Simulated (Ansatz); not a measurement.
# MoHO+ (singlet): from Hartree-Fock to the top rungs, def2-SVP

How much of the correlation energy of MoHO+ (singlet) does each wave-function method recover here?

Method: def2-SVP, core rule «outside noble gas», up to 5 orbitals frozen; program: Ansatz 0.2.0, Gaussian basis.

The runs, in order: UHF; CCSD(T) on RHF; CCSD(T) on UHF; CISD; CCSDT(Q) on RHF; CCSDT(Q) on UHF.

15 further runs of the same task are left out: 7 that didn't finish, 8 set aside as unsound or not needed. Runs told in other sessions of the task aren't counted.

## 1. The geometry

The geometry is a PBE0/def2-TZVP stationary point (not a proven minimum) of the parent state, kept for this charge and spin. No spin-orbit coupling is included. Elements past krypton take def2 core potentials.

3 atoms, charge 1, spin multiplicity 1.

Atoms are counted from 1 here; the program's logs count them from 0.

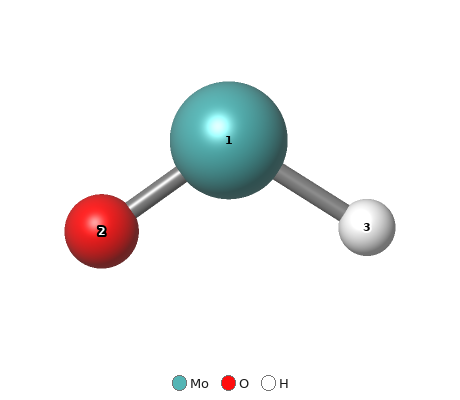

The structure; molybdenum teal, oxygen red, hydrogen white; atoms are numbered from 1 in the order of the file.

Coordinates:

```xyz
3
charge 1, multiplicity 1
Mo    0.0000   -0.0336    0.2252
O     0.0000    0.1069   -1.4142
H     0.0000    1.4999    1.0079
```

In the tables R marks a restricted determinant and U an unrestricted one; energies count from the table's Hartree-Fock row.

## 2. UHF

Contents of in.yaml:

```yaml
crystal:
  periodic: [false, false, false]
  atoms:
    - {symbol: Mo, position_ang: [0.000000, -0.033589, 0.225249]}
    - {symbol: O, position_ang: [0.000000, 0.106921, -1.414198]}
    - {symbol: H, position_ang: [0.000000, 1.499931, 1.007894]}
basis:
  gaussian: {orbitals: def2-SVP}
total_charge: 1
magnetization: {spin_polarized: true, initial_magnetization: 0}
hamiltonian: {xc: hf}
output: {orbitals: {seedname: orbitals}}
```

Command:

```console
$ ansatz run in.yaml --threads 1 --pin off --events-out ev --progress --plain --max-ram 2393MiB
```

Output, shortened:

```text
Functional definition: HF
  name "HF"
  cite "Fock, Z. Phys. 61, 126 (1930) doi:10.1007/BF01340294"
  parent pbe
[...]
512 factors; integrals over basis functions are off by at most 9.5e-4 eV
[...]
mean field -3879.08758031 eV, -142.5538392366 hartree, gradient 6.9e-6 eV, S^2 0.976569; 11 other end points of the search recorded, 0 dependent functions left out
reference -3879.08758031 eV, -142.5538392366 hartree; 11, 11 occupied and 39, 39 virtual orbitals, 512 factors
Total energy: -3879.08758031 eV, -142.5538392366 hartree
```

It took 3.2 s on 1 thread of Arm Neoverse V1, shared host.

From the report: ⟨S²⟩ of the determinant 0.977 (pure singlet: 0.00). The determinant of HF (⟨S²⟩ 0.98) is far from a pure spin state, so its energy mixes those of several spin states; that is harmless only where they are near-degenerate.

The unrestricted solution breaks the spin symmetry, so the restricted determinant is unstable here.

## 3. CCSD(T) on RHF

Changes to in.yaml since step 2:

```diff
@@ -9,4 +9,3 @@
 total_charge: 1
-magnetization: {spin_polarized: true, initial_magnetization: 0}
-hamiltonian: {xc: hf}
-output: {orbitals: {seedname: orbitals}}
+magnetization: {spin_polarized: false}
+correlation: {method: ccsd_t, electrons: outside_noble_gas}
```

Launched as before.

Output, shortened:

```text
Functional definition: HF
  name "HF"
  cite "Fock, Z. Phys. 61, 126 (1930) doi:10.1007/BF01340294"
  parent pbe
[...]
512 factors; integrals over basis functions are off by at most 9.5e-4 eV
[...]
mean field -3878.48007830 eV, -142.5315139491 hartree, gradient 2.5e-6 eV, S^2 0.000000; 9 other end points of the search recorded, 0 dependent functions left out; unrestricted orbitals would lower it
determinant -3878.48007830 eV, -142.5315139491 hartree, with singles and doubles -3888.24256280 eV, -142.8902786374 hartree
determinant -3877.81121433 eV, -142.5069336516 hartree, with singles and doubles -3887.48238147 eV, -142.8623424888 hartree
5 core orbitals not correlated: weight in the atoms' cores, before any rotation towards them, 0.975 or more for the frozen orbitals, at most 0.020 for the correlated occupied ones
reference -3878.48007830 eV, -142.5315139491 hartree; 6, 6 occupied and 39, 39 virtual orbitals, 512 factors
second order -10.46647760 eV of doubles, -0.00000000 eV of singles
cycle   1  -9.76033322 eV  change    2.2e-3 eV  update   7.0e-3
[...]
cycle  17  -9.77339414 eV  change   -1.7e-6 eV  update   4.1e-6
perturbative correction -0.66886583 eV, -0.0245803659 hartree
Total energy: -3888.92233827 eV, -142.9152599252 hartree
```

It took 2.3 s on 1 thread of Arm Neoverse V1, shared host.

From the report: correlation -10.4423 eV; T1 0.048; largest double amplitude 0.07.

## 4. CCSD(T) on UHF

Changes to in.yaml since step 3:

```diff
@@ -9,3 +9,3 @@
 total_charge: 1
-magnetization: {spin_polarized: false}
+magnetization: {spin_polarized: true, initial_magnetization: 0}
 correlation: {method: ccsd_t, electrons: outside_noble_gas}
```

Launched as before.

Output, shortened:

```text
Functional definition: HF
  name "HF"
  cite "Fock, Z. Phys. 61, 126 (1930) doi:10.1007/BF01340294"
  parent pbe
[...]
512 factors; integrals over basis functions are off by at most 9.5e-4 eV
[...]
mean field -3879.08758031 eV, -142.5538392366 hartree, gradient 4.2e-6 eV, S^2 0.976569; 30 other end points of the search recorded, 0 dependent functions left out
determinant -3879.08758031 eV, -142.5538392366 hartree, with singles and doubles -3888.67406845 eV, -142.9061361777 hartree
determinant -3879.04007756 eV, -142.5520935426 hartree, with singles and doubles -3888.61337161 eV, -142.9039056098 hartree
determinant -3877.94831827 eV, -142.5119721286 hartree, with singles and doubles -3887.35788856 eV, -142.8577674589 hartree
determinant -3877.41905321 eV, -142.4925219963 hartree, with singles and doubles -3887.15721555 eV, -142.8503928616 hartree
[...]
determinant -3878.48007830 eV, -142.5315139491 hartree, with singles and doubles -3888.24242434 eV, -142.8902735492 hartree
determinant -3877.81121433 eV, -142.5069336516 hartree, with singles and doubles -3887.48418995 eV, -142.8624089493 hartree
5 core orbitals not correlated: weight in the atoms' cores, before any rotation towards them, 0.977 or more for the frozen orbitals, at most 0.019 for the correlated occupied ones
reference -3879.08758031 eV, -142.5538392366 hartree; 6, 6 occupied and 39, 39 virtual orbitals, 512 factors
second order -10.24757172 eV of doubles, -0.00000000 eV of singles
cycle   1  -9.66090774 eV  change    1.1e-5 eV  update   7.3e-6
[...]
cycle   5  -9.66094212 eV  change   -6.1e-6 eV  update   3.3e-6
perturbative correction -0.70467763 eV, -0.0258964254 hartree
WARN: the results are in doubt because among natural orbitals the method converges to other amplitudes
Total energy: -3889.45320006 eV, -142.9347687363 hartree
In doubt: among natural orbitals the method converges to other amplitudes
```

It took 26 s on 1 thread of Arm Neoverse V1, shared host.

From the report: ⟨S²⟩ of the determinant 0.977 (pure singlet: 0.00); correlation -10.3656 eV; T1 0.047; largest double amplitude 0.12. The determinant of CCSD(T) (⟨S²⟩ 0.98) is far from a pure spin state, so its energy mixes those of several spin states; high orders of coupled cluster remove much of that, low ones don't. The program marks this result as in doubt; its last lines say why.

## 5. CISD

Changes to in.yaml since step 4:

```diff
@@ -9,3 +9,2 @@
 total_charge: 1
-magnetization: {spin_polarized: true, initial_magnetization: 0}
-correlation: {method: ccsd_t, electrons: outside_noble_gas}
+correlation: {active_space: {ras: {orbitals: [6, 0, 39], electrons: 12, max_holes: 2, max_particles: 2}, fixed_orbitals: true}}
```

Same command.

Output:

```text
Functional definition: HF
  name "HF"
  cite "Fock, Z. Phys. 61, 126 (1930) doi:10.1007/BF01340294"
  parent pbe
  exchange = exact_x
  correlation = 0
512 factors; integrals over basis functions are off by at most 9.5e-4 eV
mean field evaluation 1: about -3865.9855 eV, gradient 7.8e1 eV
mean field evaluation 2: about -3865.9949 eV, gradient 7.8e1 eV
mean field evaluation 4: about -3878.2012 eV, gradient 6.8e0 eV
mean field evaluation 8: about -3878.4645 eV, gradient 6.0e-1 eV
mean field evaluation 16: about -3878.4801 eV, gradient 2.5e-6 eV
mean field evaluation 32: about -3877.8098 eV, gradient 2.8e-1 eV
mean field evaluation 64: about -3878.0159 eV, gradient 8.4e0 eV
mean field evaluation 96: about -3877.7222 eV, gradient 4.5e0 eV
mean field -3878.48007830 eV, -142.5315139491 hartree, gradient 2.5e-6 eV, S^2 0.000000; 9 other end points of the search recorded, 0 dependent functions left out
reference -3878.48007830 eV, -142.5315139491 hartree; 11, 11 occupied and 39, 39 virtual orbitals, 512 factors
state -3887.31449948 eV, -142.8561729394 hartree
Total energy: -3887.31449948 eV, -142.8561729394 hartree
```

Wall time 2 s (1 thread of Arm Neoverse V1, shared host).

From the report: 39,115 determinants.

## 6. CCSDT(Q) on RHF

Changes to in.yaml since step 5:

```diff
@@ -9,2 +9,3 @@
 total_charge: 1
-correlation: {active_space: {ras: {orbitals: [6, 0, 39], electrons: 12, max_holes: 2, max_particles: 2}, fixed_orbitals: true}}
+magnetization: {spin_polarized: false}
+correlation: {method: ccsdt_q, electrons: outside_noble_gas}
```

Launched as before.

Output, shortened:

```text
Functional definition: HF
  name "HF"
  cite "Fock, Z. Phys. 61, 126 (1930) doi:10.1007/BF01340294"
  parent pbe
[...]
884 factors; integrals over basis functions are off by at most 1.5e-7 eV
[...]
mean field -3878.48015973 eV, -142.5315169417 hartree, gradient 2.5e-6 eV, S^2 0.000000; 9 other end points of the search recorded, 0 dependent functions left out; unrestricted orbitals would lower it
determinant -3878.48015973 eV, -142.5315169417 hartree, with singles and doubles -3888.24264981 eV, -142.8902818351 hartree
determinant -3877.81128918 eV, -142.5069364024 hartree, with singles and doubles -3887.48246481 eV, -142.8623455516 hartree
5 core orbitals not correlated: weight in the atoms' cores, before any rotation towards them, 0.975 or more for the frozen orbitals, at most 0.020 for the correlated occupied ones
reference -3878.48015973 eV, -142.5315169417 hartree; 6, 6 occupied and 39, 39 virtual orbitals, 884 factors
second order -10.46650097 eV of doubles, -0.00000000 eV of singles
cycle   1  -8.42548179 eV  change     2.0e0 eV  update   2.9e-1
[...]
cycle  37  -10.47334050 eV  change    1.4e-6 eV  update   1.4e-6
perturbative correction -0.05193576 eV, -0.0019086039 hartree
Total energy: -3889.00543598 eV, -142.9183137097 hartree
```

Wall time 21 s (1 thread of Arm Neoverse V1, shared host); peak memory 0.28 GiB.

From the report: correlation -10.5253 eV; T1 0.046; largest double amplitude 0.10.

## 7. CCSDT(Q) on UHF

Changes to in.yaml since step 6:

```diff
@@ -9,3 +9,3 @@
 total_charge: 1
-magnetization: {spin_polarized: false}
+magnetization: {spin_polarized: true, initial_magnetization: 0}
 correlation: {method: ccsdt_q, electrons: outside_noble_gas}
```

Same command.

Output, shortened:

```text
Functional definition: HF
  name "HF"
  cite "Fock, Z. Phys. 61, 126 (1930) doi:10.1007/BF01340294"
  parent pbe
[...]
884 factors; integrals over basis functions are off by at most 1.5e-7 eV
[...]
mean field -3879.08766828 eV, -142.5538424691 hartree, gradient 2.6e-6 eV, S^2 0.976569; 30 other end points of the search recorded, 0 dependent functions left out
determinant -3879.08766828 eV, -142.5538424691 hartree, with singles and doubles -3888.67414854 eV, -142.9061391210 hartree
determinant -3879.04016418 eV, -142.5520967259 hartree, with singles and doubles -3888.61344980 eV, -142.9039084832 hartree
determinant -3877.94839286 eV, -142.5119748696 hartree, with singles and doubles -3887.35797145 eV, -142.8577705050 hartree
determinant -3877.41913193 eV, -142.4925248895 hartree, with singles and doubles -3887.15729263 eV, -142.8503956943 hartree
[...]
determinant -3878.48015973 eV, -142.5315169417 hartree, with singles and doubles -3888.24251133 eV, -142.8902767460 hartree
determinant -3877.81128918 eV, -142.5069364024 hartree, with singles and doubles -3887.48427276 eV, -142.8624119923 hartree
5 core orbitals not correlated: weight in the atoms' cores, before any rotation towards them, 0.977 or more for the frozen orbitals, at most 0.019 for the correlated occupied ones
reference -3879.08766828 eV, -142.5538424691 hartree; 6, 6 occupied and 39, 39 virtual orbitals, 884 factors
second order -10.24757649 eV of doubles, -0.00000000 eV of singles
cycle   1  -8.25640083 eV  change     2.0e0 eV  update   2.9e-1
[...]
cycle   5  -10.45924547 eV  change   -1.2e-7 eV  update   9.7e-8
perturbative correction -0.06235710 eV, -0.0022915810 hartree
WARN: the results are in doubt because among natural orbitals full CI differs from the method by +0.774 eV
Total energy: -3889.60927084 eV, -142.9405042315 hartree
In doubt: among natural orbitals full CI differs from the method by +0.774 eV
```

Wall time 5.2 min (1 thread of Arm Neoverse V1, shared host); peak memory 1 GiB.

From the report: ⟨S²⟩ of the determinant 0.977 (pure singlet: 0.00); correlation -10.5216 eV; T1 0.051; largest double amplitude 0.23. The determinant of CCSDT(Q) (⟨S²⟩ 0.98) is far from a pure spin state, so its energy mixes those of several spin states; high orders of coupled cluster remove much of that, low ones don't. Mind the lines of doubt at the end of the log.

## 8. The ladder

No level here is safe as a reference; RCCSDT(Q) serves as a yardstick only. Rows without a time are mean-field rows or come out of runs for another level: lower rungs of the coupled-cluster runs, or the Hartree-Fock search.

Differences are taken before rounding.

| method | energy from the lowest RHF (kcal/mol) | from RCCSDT(Q) (kcal/mol) | time |
| --- | --- | --- | --- |
| RHF | 0.00 | +242.72 |  |
| UHF | -14.01 | +228.71 |  |
| RMP2 | -241.36 | +1.36 |  |
| UMP2 | -250.32 | -7.60 |  |
| RCCSD | -225.38 | +17.34 |  |
| UCCSD | -236.80 | +5.92 |  |
| RCCSD(T) | -240.80 | +1.92 | 2.3 s |
| UCCSD(T) | -253.05 | -10.33 | 26 s |
| RCCSDT | -241.52 | +1.20 |  |
| UCCSDT | -255.21 | -12.49 |  |
| RCCSDT(Q) | -242.72 | 0 | 21 s |
| UCCSDT(Q) | -256.65 | -13.92 | 5.2 min |

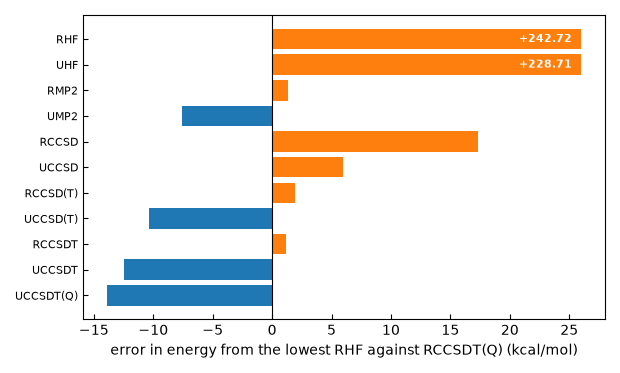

How far each level lands from RCCSDT(Q). Bars with a number in them are cut short.

Not comparable, so not listed: CISD (they don't share determinant, frozen orbitals or solution with the rows shown, or repeat one).

The program flags UCCSD(T), UCCSDT(Q) as in doubt (see the logs), so read those rows with care; the flags are large difference, other amplitudes.

## 9. What came out

| quantity | value |
| --- | --- |
| RCCSDT(Q) from the RHF energy | -10.5254 eV |
| RMP2 from RCCSDT(Q) | +1.36 kcal/mol |
| UMP2 from RCCSDT(Q) | -7.60 kcal/mol |
| RCCSD from RCCSDT(Q) | +17.34 kcal/mol |
| RCCSD(T) from RCCSDT(Q) | +1.92 kcal/mol |
| UCCSD(T) from RCCSDT(Q) | -10.33 kcal/mol |
| UCCSDT(Q) from RCCSDT(Q) | -13.92 kcal/mol |
| T1 diagnostic | 0.048 |

In words: RCCSD(T) misses by +1.92 kcal/mol, 0.8 % of the correlation energy. CCSD(T) misses by +1.92 kcal/mol on the restricted determinant and by -10.33 kcal/mol on the unrestricted one; the two need not hold the same state or core. Warnings: restricted reference is unstable; spin contamination; large T1 diagnostic.

The restricted and unrestricted ladders end 0.60 eV apart at CCSDT(Q), which points to two states or an unsound top rung; rows of one don't measure the error of the other.
